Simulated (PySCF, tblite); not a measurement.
# C7H8BCl: geometry, infrared bands and NMR shifts

Wanted: the infrared bands and NMR shifts of C7H8BCl (`C#C[C@@]1(BCl)[C@@H]2[C@@H](C)[C@@H]21`), by calculation.

The runs use tblite 0.8.0 and PySCF 2.14.0, with density-fitted response routines of our own; the level of theory stands in each step. All values are computed, except where a source is named. Atoms count from 0, in the outputs and in this text.

## (1) The starting structure

17 atoms, charge 0, multiplicity 1; geometry from: force field or distance geometry start.

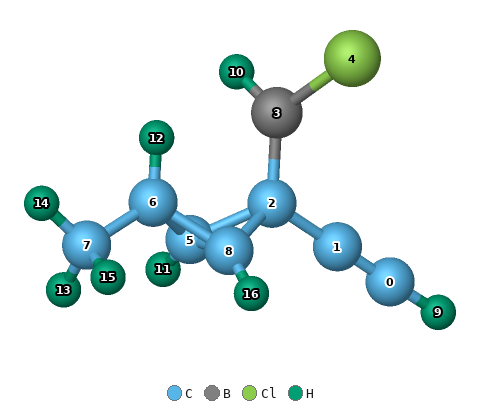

As it starts; carbon blue, boron grey, chlorine green, hydrogen teal, atoms numbered.

## (2) Optimising the geometry with GFN2-xTB

Job settings and geometry (Å):

```
{"job": {"kind": "relax", "xc": "GFN2-xTB", "basis": "xTB"}, "charge": 0, "multiplicity": 1}
C     -2.841500     1.434600    -1.513000
C     -2.042200     0.883600    -0.824700
C     -1.051500     0.193600     0.026000
B     -1.415900    -0.218700     1.475500
Cl    -1.939600     0.914700     2.835700
C      0.016500    -0.631800    -0.689400
C      1.117600    -0.554500     0.402100
C      2.567600    -0.663000    -0.015500
C      0.408900     0.640400    -0.237800
H     -3.567900     1.941700    -2.109100
H     -1.597900    -1.391000     1.706700
H     -0.027500    -1.223300    -1.528000
H      0.842400    -0.860900     1.425700
H      2.584600    -1.080300    -1.046800
H      3.141800    -1.258500     0.712200
H      3.047400     0.330300    -0.061500
H      0.750100     1.555100    -0.567900
```

Run with:

```
$ OMP_NUM_THREADS=1 python probes_run.py task.json out
```

The driver reads the jobs from task.json and runs them one after another.

Standard output:

```text
step      E/eV     max force
  0    -672.29607    2.265
  1    -672.51289    4.867
  2    -672.72195    1.775
  3    -672.79870    0.969
  4    -672.83183    0.678
  5    -672.86347    0.425
  6    -672.88089    0.306
  7    -672.89197    0.256
  8    -672.90006    0.246
  9    -672.90874    0.264
 10    -672.91619    0.251
 11    -672.92211    0.175
 12    -672.92665    0.182
 13    -672.93048    0.150
 14    -672.93409    0.166
 15    -672.93740    0.139
 16    -672.93988    0.149
 17    -672.94175    0.142
 18    -672.94360    0.136
 19    -672.94545    0.118
 20    -672.94692    0.084
 21    -672.94790    0.070
 22    -672.94870    0.061
 23    -672.94967    0.083
 24    -672.95078    0.094
 25    -672.95177    0.075
 26    -672.95252    0.066
 27    -672.95326    0.068
 28    -672.95424    0.112
 29    -672.95557    0.142
 30    -672.95707    0.127
 31    -672.95843    0.081
 32    -672.95955    0.081
 33    -672.96061    0.117
 34    -672.96183    0.132
 35    -672.96303    0.105
 36    -672.96405    0.083
 37    -672.96496    0.070
 38    -672.96590    0.087
 39    -672.96686    0.103
 40    -672.96769    0.074
 41    -672.96830    0.052
 42    -672.96875    0.055
 43    -672.96920    0.067
 44    -672.96981    0.082
 45    -672.97065    0.102
 46    -672.97176    0.120
 47    -672.97318    0.132
 48    -672.97493    0.122
 49    -672.97708    0.110
 50    -672.97970    0.131
 51    -672.98207    0.226
 52    -672.98236    0.347
 53    -672.98893    0.219
 54    -672.99401    0.177
 55    -673.00051    0.226
 56    -673.00517    0.208
 57    -673.00016    0.668
 58    -673.01149    0.118
 59    -673.01357    0.111
 60    -673.01713    0.330
 61    -673.01949    0.147
 62    -673.02100    0.118
 63    -673.02408    0.128
 64    -673.02548    0.115
 65    -673.02760    0.122
 66    -673.02888    0.088
 67    -673.02979    0.088
 68    -673.03046    0.087
 69    -673.03131    0.114
 70    -673.03237    0.100
 71    -673.03373    0.095
 72    -673.03431    0.060
 73    -673.03494    0.062
 74    -673.03573    0.059
 75    -673.03615    0.051
 76    -673.03658    0.049
 77    -673.03692    0.047
 78    -673.03726    0.052
 79    -673.03774    0.069
 80    -673.03840    0.064
 81    -673.03892    0.048
 82    -673.03928    0.054
 83    -673.03985    0.058
 84    -673.04079    0.077
 85    -673.04213    0.089
 86    -673.04357    0.163
 87    -673.04514    0.116
 88    -673.04676    0.080
 89    -673.04789    0.072
 90    -673.04915    0.062
 91    -673.04991    0.075
 92    -673.05078    0.085
 93    -673.05158    0.075
 94    -673.05228    0.072
 95    -673.05282    0.065
 96    -673.05329    0.058
 97    -673.05374    0.045
 98    -673.05416    0.050
 99    -673.05484    0.082
100    -673.05572    0.107
101    -673.05685    0.090
102    -673.05786    0.068
103    -673.05861    0.056
104    -673.05922    0.053
105    -673.05980    0.141
106    -673.06028    0.152
107    -673.06080    0.046
108    -673.06118    0.059
109    -673.06137    0.054
110    -673.06163    0.048
111    -673.06185    0.030
112    -673.06205    0.037
113    -673.06227    0.047
114    -673.06277    0.069
115    -673.06362    0.077
116    -673.06479    0.092
117    -673.06596    0.102
118    -673.06684    0.087
119    -673.06737    0.084
120    -673.06794    0.075
121    -673.06847    0.042
122    -673.06894    0.025
123    -673.06904    0.025
124    -673.06917    0.023
125    -673.06929    0.021
126    -673.06941    0.022
127    -673.06950    0.024
128    -673.06955    0.022
129    -673.06960    0.023
130    -673.06965    0.019
131    -673.06974    0.022
132    -673.06986    0.030
133    -673.06998    0.021
134    -673.07007    0.027
135    -673.07012    0.023
136    -673.07017    0.015
137    -673.07021    0.009
```

Wall time 4.3 s (1 thread of Intel Xeon at 2.50GHz, shared host); peak memory 0.18 GiB.

Step by step: (not every step is listed)

```csv
step,energy from step 0 (eV),largest force (eV/Å)
0,0.0000,2.2651
1,-0.2168,4.8675
2,-0.4259,1.7750
3,-0.5026,0.9692
4,-0.5358,0.6778
5,-0.5674,0.4250
6,-0.5848,0.3060
7,-0.5959,0.2559
8,-0.6040,0.2458
20,-0.6508,0.0840
32,-0.6635,0.0811
44,-0.6737,0.0822
56,-0.7091,0.2083
68,-0.7344,0.0875
80,-0.7423,0.0636
92,-0.7547,0.0850
104,-0.7631,0.0533
116,-0.7687,0.0917
128,-0.7735,0.0217
132,-0.7738,0.0301
133,-0.7739,0.0215
134,-0.7740,0.0271
135,-0.7740,0.0232
136,-0.7741,0.0151
137,-0.7741,0.0095
```

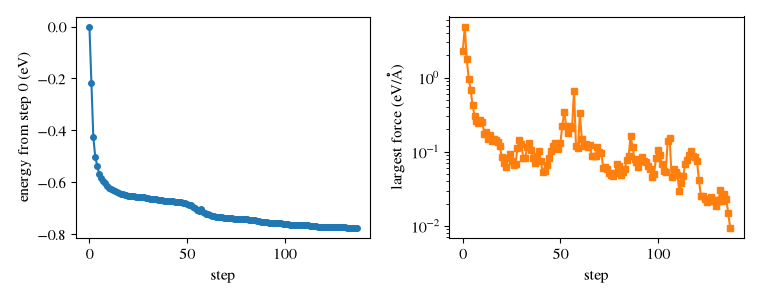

Energy and largest force along the relaxation.

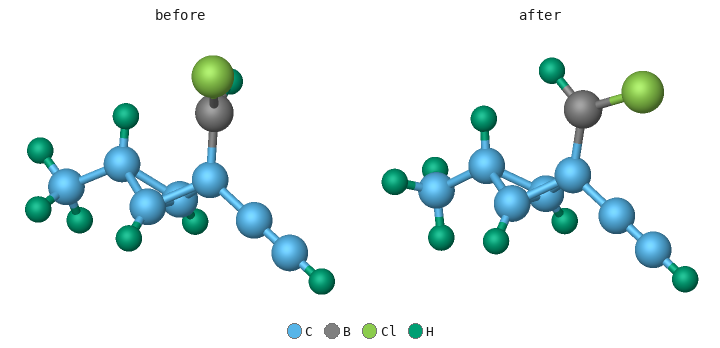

The geometry before (left) and after (right).

Close pairs (by a distance rule), those that changed most:

```csv
bond,before (Å),after (Å),change (Å)
B3–Cl4,1.846,1.697,-0.149
C5–C8,1.406,1.469,+0.063
C5–C6,1.552,1.498,-0.054
C5–H11,1.027,1.069,+0.042
C8–H16,1.031,1.069,+0.038
B3–H10,1.209,1.172,-0.037
C1–C2,1.477,1.443,-0.034
C6–C8,1.530,1.498,-0.032
```

The next job starts from the end point, and lists it.

## (3) Infrared spectrum with GFN2-xTB

Job settings and geometry (Å):

```
{"job": {"kind": "ir", "xc": "GFN2-xTB", "basis": "xTB"}, "charge": 0, "multiplicity": 1}
C     -2.742572     1.357485    -1.459515
C     -1.948785     0.856431    -0.715928
C     -0.991668     0.257302     0.182754
B     -1.518280    -0.045164     1.624278
Cl    -3.120760     0.357458     2.011547
C      0.014205    -0.635661    -0.551536
C      1.176081    -0.497801     0.383954
C      2.560512    -0.764900    -0.156991
C      0.441076     0.703600    -0.125478
H     -3.443824     1.796086    -2.104337
H     -0.873890    -0.544208     2.465900
H     -0.106513    -1.134574    -1.489063
H      1.054885    -0.788253     1.421053
H      2.631346    -0.458431    -1.198166
H      2.795532    -1.825493    -0.091578
H      3.304616    -0.215615     0.416721
H      0.761044     1.593769    -0.623526
```

Standard output:

```text
mode    cm-1     km/mol
  1      38.3      0.03
  2     104.6      0.06
  3     131.0      0.01
  4     139.0      0.10
  5     164.0      0.26
  6     189.3      1.76
  7     252.8      0.70
  8     284.0      0.53
  9     300.1      0.06
 10     464.4      0.30
 11     465.3      1.20
 12     500.4      0.29
 13     653.1     16.75
 14     655.5     24.91
 15     692.3     33.98
 16     693.4     11.91
 17     740.6      3.28
 18     813.7     52.76
 19     842.6      3.67
 20     874.2     14.85
 21     885.7     24.03
 22     939.4      7.88
 23     996.8     36.14
 24    1017.0     12.53
 25    1033.4      0.12
 26    1070.1      0.57
 27    1080.0    107.68
 28    1115.8      2.28
 29    1142.6    129.61
 30    1188.7      8.03
 31    1244.4     21.16
 32    1346.4     28.82
 33    1410.1      1.17
 34    1448.7      8.74
 35    1492.0      2.76
 36    1497.6      2.30
 37    2280.3      7.21
 38    2620.3     77.73
 39    3023.7     25.82
 40    3026.0      4.58
 41    3033.9     43.45
 42    3041.0     51.58
 43    3165.5     22.16
 44    3177.4     14.29
 45    3397.6      2.65
```

Run time: 2.2 s. Hardware: 1 thread of Intel Xeon at 2.50GHz, shared host; peak memory 0.18 GiB.

The strongest bands and the atoms that carry them (share of the mass-weighted mode):

```csv
cm⁻¹,km/mol,atoms
692,34.0,"H10 46 %, B3 37 %"
814,52.8,"B3 56 %, Cl4 14 %, H10 14 %"
997,36.1,"H11 24 %, H16 23 %, C2 15 %, H10 10 %"
1080,107.7,"H10 42 %, H13 15 %"
1143,129.6,"C6 22 %, C2 17 %, B3 14 %, H10 12 %"
2620,77.7,H10 92 %
3034,43.5,"H14 41 %, H15 34 %, H12 17 %"
3041,51.6,"H13 74 %, H12 19 %"
```

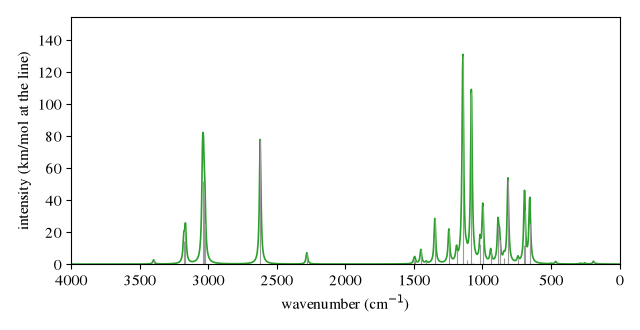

The infrared spectrum from these modes, unscaled. Lines are broadened to a width of 14 cm⁻¹ (Lorentzian).

## (4) NMR shieldings: PBE0/pcSseg-1

Settings changed since step 3:

```diff
@@ -1,2 +1,2 @@
-{"job": {"kind": "ir", "xc": "GFN2-xTB", "basis": "xTB"}, "charge": 0, "multiplicity": 1}
+{"job": {"kind": "nmr", "xc": "PBE0", "basis": "pcSseg-1"}, "charge": 0, "multiplicity": 1}
 C     -2.742572     1.357485    -1.459515
```

With the program's defaults for keys left out, this is: GIAO PBE0/pcSseg-1 NMR shielding, non-relativistic, gas phase.

Standard output:

```text
coarse grid: 15272 points
cycle   1  E = -755.8225733790  dE =  1.558e+00  |g| = 4.042e-01  |ddm| = 4.064e+00
cycle   2  E = -755.8327030551  dE = -1.013e-02  |g| = 3.709e-01  |ddm| = 9.970e-01
cycle   3  E = -755.8666472612  dE = -3.394e-02  |g| = 7.384e-02  |ddm| = 4.051e-01
cycle   4  E = -755.8673419988  dE = -6.947e-04  |g| = 5.400e-02  |ddm| = 1.190e-01
cycle   5  E = -755.8680332313  dE = -6.912e-04  |g| = 1.267e-02  |ddm| = 4.885e-02
cycle   6  E = -755.8680716704  dE = -3.844e-05  |g| = 2.780e-03  |ddm| = 1.653e-02
cycle   7  E = -755.8680735891  dE = -1.919e-06  |g| = 7.248e-04  |ddm| = 3.305e-03
final grid: 144392 points
cycle   8  E = -755.9205531974  dE = -5.099e-05  |g| = 7.759e-03  |ddm| = 5.304e-02
cycle   9  E = -755.9205488103  dE =  4.387e-06  |g| = 8.733e-03  |ddm| = 1.916e-02
cycle  10  E = -755.9205679695  dE = -1.916e-05  |g| = 2.037e-03  |ddm| = 1.018e-02
cycle  11  E = -755.9205689136  dE = -9.441e-07  |g| = 5.861e-04  |ddm| = 1.970e-03
cycle  12  E = -755.9205689919  dE = -7.832e-08  |g| = 1.464e-04  |ddm| = 6.216e-04
cycle  13  E = -755.9205689971  dE = -5.156e-09  |g| = 3.097e-05  |ddm| = 1.956e-04
cycle  14  E = -755.9205689973  dE = -2.144e-10  |g| = 8.820e-06  |ddm| = 3.704e-05
converged SCF energy = -755.9205689973

GIAO shielding tensors (ppm)
atom      isotropic    diamagn.    paramagn.     s11        s22        s33       span
  0 C      110.269     258.866    -148.597     38.030     47.032    245.745    207.715
  1 C       98.215     252.399    -154.185     -6.272      2.705    298.211    304.483
  2 C      145.469     256.846    -111.378    117.571    141.375    177.459     59.888
  3 B       30.045     187.773    -157.728    -35.007     10.668    114.474    149.482
  4 Cl     629.982    1146.324    -516.341    280.237    528.612   1081.097    800.861
  5 C      161.099     248.874     -87.775    113.304    166.111    203.880     90.576
  6 C      150.885     254.540    -103.655    123.792    151.372    177.492     53.701
  7 C      169.636     244.650     -75.014    153.574    163.060    192.275     38.701
  8 C      160.566     248.810     -88.244    112.819    165.244    203.635     90.817
  9 H       30.120      34.719      -4.599     24.589     25.177     40.595     16.006
 10 H       25.061      28.291      -3.230     22.374     22.796     30.012      7.638
 11 H       29.161      32.473      -3.312     23.492     27.910     36.082     12.590
 12 H       29.845      32.649      -2.803     21.533     30.415     37.588     16.055
 13 H       31.249      29.357       1.892     26.718     30.019     37.011     10.293
 14 H       30.260      27.455       2.805     25.374     27.501     37.904     12.530
 15 H       30.258      27.461       2.797     25.370     27.508     37.896     12.526
 16 H       29.139      32.470      -3.331     23.472     27.922     36.023     12.552
```

Wall time 98 s (1 thread of Intel Xeon at 2.50GHz, shared host); peak memory 0.88 GiB.

The references, computed at this level on geometries of the same kind, shield at (ppm): ¹H TMS 31.72, ¹³C TMS 186.9, ¹¹B BF3·OEt2 100.1, ³⁵Cl HCl 950. Their shielding less the atom's gives the shift. The references are single molecules in the gas phase. Atoms listed in one row are averaged.

```csv
atoms,environment,σ (ppm),δ (ppm),δ scaled to CDCl3
C1,alkyne carbon,98.2,88.7,84.7
C0,terminal alkyne carbon,110.3,76.7,72.9
C2,three-membered-ring carbon,145.5,41.5,38.5
C6,three-membered-ring carbon,150.9,36.0,33.3
"C5, C8",three-membered-ring carbon,160.8,26.1,23.6
C7,methyl carbon,169.6,17.3,15.0
H10,"hydrogen on a boron bonded to C, Cl",25.06,6.66,–
"H11, H16",hydrogen on a three-membered-ring carbon,29.15,2.57,2.53
H12,hydrogen on a three-membered-ring carbon,29.85,1.87,1.87
H9,hydrogen on a terminal alkyne carbon,30.12,1.60,1.61
"H13, H14, H15",hydrogen on a methyl carbon,30.59,1.13,1.17
B3,"boron bonded to C, Cl, H",30.0,70.0,–
Cl4,chlorine bonded to B,630,320,–
```

The scaled column applies a straight-line fit of computed shieldings to shifts measured in CDCl3, with any fitted terms for Cl, Br or S neighbours (root-mean-square error 0.16 ppm for H, 1.9 ppm for C).

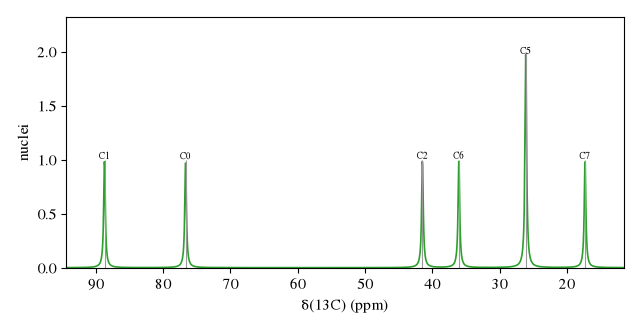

¹³C lines at the computed shifts, without couplings. Lines are broadened to a width of 0.29 ppm (Lorentzian).

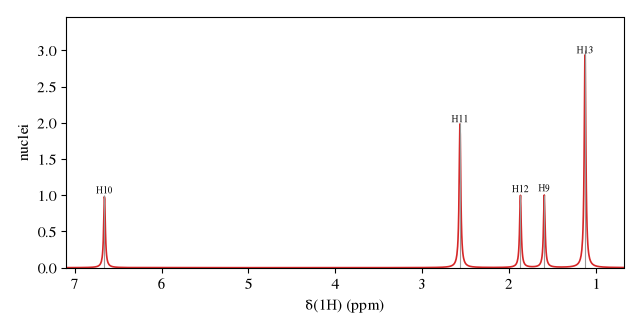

¹H lines at the computed shifts, without couplings. Lines are broadened to a width of 0.02 ppm (Lorentzian).

Charges from the same density, by scheme (e):

```csv
atoms,Mulliken,IAO,Hirshfeld,ESP fit
C0,-0.46,-0.25,-0.12,-0.44
C1,0.44,-0.03,-0.05,-0.04
C2,-0.54,-0.14,-0.05,0.25
B3,0.48,0.09,0.15,0.12
Cl4,-0.18,-0.01,-0.04,-0.10
"C5, C8",0.00,-0.13,-0.04,-0.34
C6,-0.27,-0.10,-0.02,0.17
C7,-0.17,-0.43,-0.11,-0.48
```

Hirshfeld charges:

C0 -0.12; C1 -0.05; C2 -0.05; B3 0.15; Cl4 -0.04; C5 -0.04; C6 -0.02; C7 -0.11; C8 -0.04; H9 0.09; H10 -0.05; H11 0.07; H12 0.04; H13 0.04; H14 0.05; H15 0.05; H16 0.07

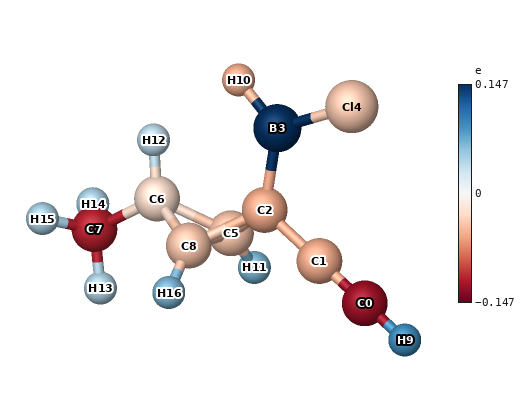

Hirshfeld charges, as colours on the atoms.

Mayer bond orders: C0–C1 2.41, C1–C2 1.05, C2–B3 0.89, B3–Cl4 1.20, C2–C5 0.90, C5–C6 0.94, C6–C7 1.06, C6–C8 0.94, C8–C2 0.90, C8–C5 0.81.

Ring of atoms C2, C5, C8: NICS(0) -44.9, NICS(1) -9.3, NICS(1)zz -20.4 ppm (means of both faces; NICS(1) differs between them: -12.3 and -6.3).

In rings of three or four atoms NICS is ruled by the nearby σ bonds, so it says little on aromaticity.

Ring of atoms C5, C6, C8: NICS(0) -44.6, NICS(1) -9.4, NICS(1)zz -18.6 ppm (means of both faces; NICS(1) differs between them: -12.2 and -6.7).

In rings of three or four atoms NICS is ruled by the nearby σ bonds, so it says little on aromaticity.

## (5) Summary of results

| quantity | value |
| --- | --- |
| strongest single infrared mode (GFN2-xTB) | 1143 cm⁻¹, 130 km/mol |
| zero-point energy (GFN2-xTB) | 78.2 kcal/mol |
| ¹³C shifts against TMS (PBE0/pcSseg-1, means over atoms taken as alike) | 88.7, 76.7, 41.5, 36.0, 26.1, 17.3 ppm |
| ¹H shifts against TMS (PBE0/pcSseg-1, means over atoms taken as alike) | 6.66, 2.57, 1.87, 1.60, 1.13 ppm |
| ¹¹B shifts against BF3·OEt2 (PBE0/pcSseg-1) | 70.0 ppm |
| ³⁵Cl shifts against HCl (PBE0/pcSseg-1) | 320 ppm |

**Reading.** Over 137 steps the energy fell by 0.774 eV; of the close pairs, B3–Cl4 changed most, 1.846 to 1.697 Å. No mode is imaginary among the 45: a minimum at this level. The strongest single mode, at 1143 cm⁻¹, is spread over several atoms, C6, C2, B3, H10 among them. GFN2-xTB is a fitted tight-binding method: band positions and strengths are rough. Its intensities can rank the bands wrongly. At PBE0/pcSseg-1: The widest tensor belongs to Cl4: span 801 ppm, with a paramagnetic part of -516 ppm.
